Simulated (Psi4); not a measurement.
# One shape, several levels: doublet CH2BN+

Wanted: a comparison of 3 runs (UHF/3-21G, UB3LYP/6-31G*, UHSE06/cc-pVTZ) of doublet CH2BN+. 

The results are computed with Psi4 1.11.

1 further run of the same task is left out (set aside as unsound or not needed).

### 1 Starting point

CH2BN+ has 5 atoms, charge +1, and is taken as a doublet. SMILES of the parent species: `[H]B([H])C#N`. The coordinates come from a GFN2-xTB relaxation. That shape belongs to the parent species and isn't relaxed for this state.

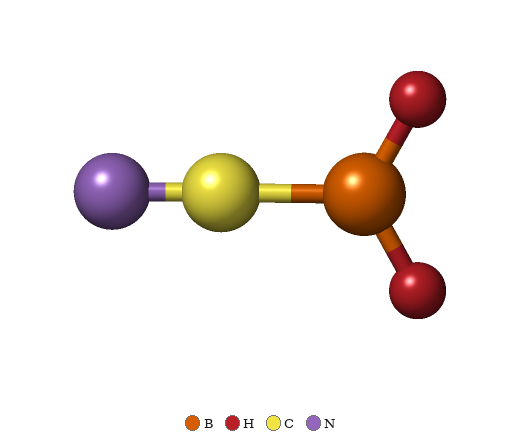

Viewed from a chosen angle; boron orange, hydrogen red, carbon yellow, nitrogen purple.

### 2 Energy and gradient at UHF/3-21G (run 1)

ch2bn.xyz reads:

```xyz
5
CH2BN
B      0.303740     0.527560     0.008500
H      1.468860     0.505990     0.058320
H     -0.298270     1.526000    -0.026970
C     -0.450670    -0.781610    -0.012050
N     -1.023660    -1.777940    -0.027800
```

job.py reads:

```python
import psi4

psi4.set_memory(1600000000)
psi4.set_num_threads(1)
psi4.core.set_output_file('run.log', False)

with open('ch2bn.xyz') as f:
    atoms = ''.join(f.readlines()[2:])
molecule = psi4.geometry('1 2\n' + atoms + 'symmetry c1')

options = {'basis': '3-21G', 'reference': 'uhf', 'puream': True, 'e_convergence': 1e-09, 'd_convergence': 1e-08, 'scf_type': 'pk', 'maxiter': 200}
psi4.set_options(options)

e, wfn = psi4.gradient("hf", return_wfn=True)
psi4.oeprop(wfn, "WIBERG_LOWDIN_INDICES", "QUADRUPOLE", "MULLIKEN_CHARGES", title="HF")
print('gradient / Eh bohr^-1')
print(e.np.round(6))
print(f'energy = {wfn.energy():.10f} Eh')
```

Launch:

```
$ python job.py
```

run.log:

```text
[...]
  Running in c1 symmetry.
[...]
  Nuclear repulsion =   46.535006320143779
[...]
  Multiplicity = 2
[...]
  Nalpha       = 10
  Nbeta        = 9
[...]
    Number of basis functions: 31
[...]
   @UHF iter   1:  -116.96941072802430   -6.49582e-01   8.04776e-03 ADIIS/DIIS
[...]
   @UHF iter  22:  -117.05220446606567   -2.61196e-11   8.61313e-09 DIIS
[...]
   @S^2 Observed:                7.896544753E-01
[...]
    Orbital Energies [Eh]
    ---------------------
    Alpha Occupied:
       1A    -15.936748     2A    -11.618917     3A     -7.883830
       4A     -1.698974     5A     -1.138471     6A     -0.951309
       7A     -0.934916     8A     -0.879138     9A     -0.863793
      10A     -0.791112
    Alpha Virtual:
      11A     -0.243104    12A     -0.168818    13A     -0.031126
      14A      0.065524    15A      0.117152    16A      0.130020
      17A      0.222278    18A      0.321397    19A      0.411070
      20A      0.437544    21A      0.690231    22A      0.754389
      23A      0.783801    24A      0.831270    25A      1.120503
[...]
  @UHF Final Energy:  -117.05220446606567
   => Energetics <=
    Nuclear Repulsion Energy =             46.5350063201437791
    One-Electron Energy =                -242.9536941936623009
    Two-Electron Energy =                  79.3664834074528613
    Total Energy =                       -117.0522044660656746
  UHF NO Occupations:
  HONO-2 :    8  A 1.9977513
  HONO-1 :    9  A 1.9830374
[...]
  -Total Gradient:
     Atom            X                  Y                   Z
    ------   -----------------  -----------------  -----------------
       1       -0.005531443665    -0.009691432875    -0.000097208334
       2       -0.009115803764     0.002886502629    -0.000437778070
       3        0.007047564506    -0.006421776983     0.000342132991
       4       -0.057894230960    -0.100597944838    -0.001605269831
       5        0.065493913882     0.113824652067     0.001798123243
[...]
 Multipole Moments:
 ------------------------------------------------------------------------------------
     Multipole            Electronic (a.u.)      Nuclear  (a.u.)        Total (a.u.)
 ------------------------------------------------------------------------------------
 L = 1.  Multiply by 2.5417464519 to convert [e a0] to [Debye]
 Dipole X            :         -0.6863043            1.1688179            0.4825136
 Dipole Y            :         -1.1890470            2.0286781            0.8396311
 Dipole Z            :         -0.0175416            0.0309818            0.0134403
 Magnitude           :                                                    0.9684939
 L = 2.  Multiply by 1.3450342976 to convert [e a0^2] to [Debye ang]
 Quadrupole XX       :        -41.3816480           31.0784074          -10.3032406
 Quadrupole XY       :        -40.1202395           41.0697102            0.9494707
[...]
  Mulliken Charges: (a.u.)
   Center  Symbol    Alpha    Beta     Spin     Total
       1     B     2.19394  2.27009 -0.07615  0.53597
       2     H     0.46503  0.39177  0.07326  0.14321
       3     H     0.46508  0.39176  0.07332  0.14316
       4     C     2.86016  2.83719  0.02297  0.30265
       5     N     4.01580  3.10919  0.90661 -0.12498
   Total alpha = 10.00000, Total beta =  9.00000, Total charge =  1.00000
  Wiberg Bond Indices using Orthogonal Lowdin Orbitals:
  Total Bond Index:
[...]
```

The script printed:

```text
gradient / Eh bohr^-1
[[-5.53100e-03 -9.69100e-03 -9.70000e-05]
 [-9.11600e-03  2.88700e-03 -4.38000e-04]
 [ 7.04800e-03 -6.42200e-03  3.42000e-04]
 [-5.78940e-02 -1.00598e-01 -1.60500e-03]
 [ 6.54940e-02  1.13825e-01  1.79800e-03]]
energy = -117.0522044661 Eh
```

Run time: 4.2 s. Hardware: 1 thread of Intel Xeon Platinum 8175M at 2.50GHz (Skylake/Cascade Lake), shared host; peak memory 0.18 GiB.

### 3 A single-point energy at UB3LYP/6-31G(d) (spherical functions) (run 2)

job.dat reads:

```
memory 1.6 GB

molecule {
  1 2
  B      0.303740     0.527560     0.008500
  H      1.468860     0.505990     0.058320
  H     -0.298270     1.526000    -0.026970
  C     -0.450670    -0.781610    -0.012050
  N     -1.023660    -1.777940    -0.027800
  symmetry c1
  no_reorient
  no_com
}

set {
  basis 6-31G*
  reference uks
  puream true
  e_convergence 1e-09
  d_convergence 1e-08
  scf_type pk
  dft_radial_points 99
  dft_spherical_points 590
  maxiter 200
}

energy('b3lyp')
```

Launch:

```
$ psi4 job.dat job.out -n 1
```

job.out:

```text
[...]
  Running in c1 symmetry.
[...]
  Nuclear repulsion =   46.535006320143779
[...]
  Multiplicity = 2
[...]
  Nalpha       = 10
  Nbeta        = 9
[...]
    Number of basis functions: 46
[...]
   @UKS iter   1:  -118.33563789329182   -1.91424e-01   7.83395e-03 DIIS/ADIIS
[...]
   @UKS iter  17:  -118.42164761211414   -1.94689e-12   2.46521e-09 DIIS
[...]
   @S^2 Observed:                7.583431829E-01
[...]
    Orbital Energies [Eh]
    ---------------------
    Alpha Occupied:
       1A    -14.716193     2A    -10.563299     3A     -7.102039
       4A     -1.283980     5A     -0.918247     6A     -0.746699
       7A     -0.732951     8A     -0.688901     9A     -0.687884
      10A     -0.670277
    Alpha Virtual:
      11A     -0.395267    12A     -0.298735    13A     -0.203371
      14A     -0.093138    15A     -0.071594    16A     -0.041404
      17A     -0.002392    18A      0.139917    19A      0.164133
      20A      0.164545    21A      0.306427    22A      0.346042
      23A      0.363169    24A      0.394294    25A      0.525168
[...]
  @UKS Final Energy:  -118.42164761211414
   => Energetics <=
    Nuclear Repulsion Energy =             46.5350063201437791
    One-Electron Energy =                -244.7788111634794177
    Two-Electron Energy =                  93.3495792526249488
    DFT Exchange-Correlation Energy =     -13.5274220214034671
    Empirical Dispersion Energy =           0.0000000000000000
    VV10 Nonlocal Energy =                  0.0000000000000000
    Total Energy =                       -118.4216476121141426
[...]
 Multipole Moments:
 ------------------------------------------------------------------------------------
     Multipole            Electronic (a.u.)      Nuclear  (a.u.)        Total (a.u.)
 ------------------------------------------------------------------------------------
 L = 1.  Multiply by 2.5417464519 to convert [e a0] to [Debye]
 Dipole X            :         13.6227132          -13.5688950            0.0538182
 Dipole Y            :         23.6510510          -23.5562865            0.0947645
 Dipole Z            :          0.3667490           -0.3648116            0.0019373
 Magnitude           :                                                    0.1089975
[...]
```

Run time: 33 s. Hardware: 1 thread of Intel Xeon Platinum 8175M at 2.50GHz (Skylake/Cascade Lake), shared host; peak memory 0.56 GiB.

### 4 Energy and forces at UHSE06/cc-pVTZ (run 3)

ch2bn.xyz is that of step 2.

ch2bn_ase.py reads:

```python
import numpy as np
from ase.calculators.psi4 import Psi4
from ase.io import read

mol = read('ch2bn.xyz')
calc = Psi4(atoms=mol, method='hse06', basis='cc-pVTZ', memory='1600MB', num_threads=1, charge=1, multiplicity=2, label='calc', reference='uks')
calc.psi4.set_options({'puream': True, 'e_convergence': 1e-09, 'd_convergence': 1e-08, 'scf_type': 'pk', 'dft_radial_points': 99, 'dft_spherical_points': 590, 'maxiter': 200})
mol.calc = calc

forces = mol.get_forces()
print(f'energy: {mol.get_potential_energy():.6f} eV')
print('forces / eV A^-1')
print(np.round(forces, 5))
```

Launch:

```
$ python ch2bn_ase.py
```

calc.dat:

```text
[...]
  Running in c1 symmetry.
[...]
  Nuclear repulsion =   46.535006320143779
[...]
  Multiplicity = 2
[...]
  Nalpha       = 10
  Nbeta        = 9
[...]
    Number of basis functions: 118
[...]
   @UKS iter   1:  -118.24876849516264   -2.64250e-01   3.04915e-03 ADIIS/DIIS
[...]
   @UKS iter  14:  -118.31341969977377   -1.94262e-11   9.38235e-09 DIIS
[...]
   @S^2 Observed:                7.607284826E-01
[...]
    Orbital Energies [Eh]
    ---------------------
    Alpha Occupied:
       1A    -14.746536     2A    -10.586015     3A     -7.120469
       4A     -1.291702     5A     -0.917731     6A     -0.742296
       7A     -0.733110     8A     -0.687312     9A     -0.686670
      10A     -0.665352
    Alpha Virtual:
      11A     -0.403436    12A     -0.307110    13A     -0.213253
      14A     -0.142542    15A     -0.104325    16A     -0.099191
      17A     -0.075182    18A     -0.028110    19A     -0.025001
      20A     -0.024418    21A      0.080301    22A      0.104966
      23A      0.112928    24A      0.138475    25A      0.183823
[...]
  @UKS Final Energy:  -118.31341969977377
   => Energetics <=
    Nuclear Repulsion Energy =             46.5350063201437791
    One-Electron Energy =                -244.8848128089630620
    Two-Electron Energy =                  92.9045992683651747
    DFT Exchange-Correlation Energy =     -12.8682124793196504
    Empirical Dispersion Energy =           0.0000000000000000
    VV10 Nonlocal Energy =                  0.0000000000000000
    Total Energy =                       -118.3134196997737746
[...]
 Multipole Moments:
 ------------------------------------------------------------------------------------
     Multipole            Electronic (a.u.)      Nuclear  (a.u.)        Total (a.u.)
 ------------------------------------------------------------------------------------
 L = 1.  Multiply by 2.5417464519 to convert [e a0] to [Debye]
 Dipole X            :         -0.3771675            1.1688179            0.7916504
 Dipole Y            :         -0.6529985            2.0286781            1.3756795
 Dipole Z            :         -0.0092203            0.0309818            0.0217615
 Magnitude           :                                                    1.5873494
[...]
  -Total Gradient:
     Atom            X                  Y                   Z
    ------   -----------------  -----------------  -----------------
       1        0.022298681940     0.038632663253     0.000630145761
       2       -0.024992753417    -0.005267941719    -0.001031032151
       3        0.007946423377    -0.024264748574     0.000558608619
       4       -0.054246345823    -0.094266807203    -0.001505173117
       5        0.048997791105     0.085173390926     0.001347591733
[...]
```

Standard output:

```text
energy: -3219.472135 eV
forces / eV A^-1
[[-1.14664 -1.98657 -0.0324 ]
 [ 1.28518  0.27089  0.05302]
 [-0.40862  1.24774 -0.02872]
 [ 2.78946  4.84739  0.0774 ]
 [-2.51957 -4.37979 -0.0693 ]]
```

Wall time 2.5 min (1 thread of Intel Xeon Platinum 8175M at 2.50GHz (Skylake/Cascade Lake), shared host); peak memory 0.92 GiB.

### 5 All runs side by side

```
run                                level      task         integration grid  energy (Eh)  HOMO energy (eV)  LUMO energy (eV)   ⟨S²⟩  wall time
  1                            UHF/3-21G  gradient                        –  -117.052204            -21.42            -10.63  0.790      4.2 s
  2  UB3LYP/6-31G* (spherical functions)    energy  99 radial × 590 angular  -118.421648            -18.24            -15.21  0.758       33 s
  3                       UHSE06/cc-pVTZ  gradient  99 radial × 590 angular  -118.313420            -18.11            -15.30  0.761    2.5 min
```

### 6 What came out

| quantity | value |
| --- | --- |
| run 3: total energy | -118.31342 Eh |
| run 3: HOMO energy (highest over α and β) | -18.11 eV |
| run 3: LUMO energy (lowest over α and β) | -15.30 eV |
| run 3: ⟨S²⟩ | 0.761 |
| run 3: largest force on an atom | 5.593 eV/Å |

In words: Totals of different functionals can't be ranked against each other. All runs together took 3.2 min, the longest 2.5 min.
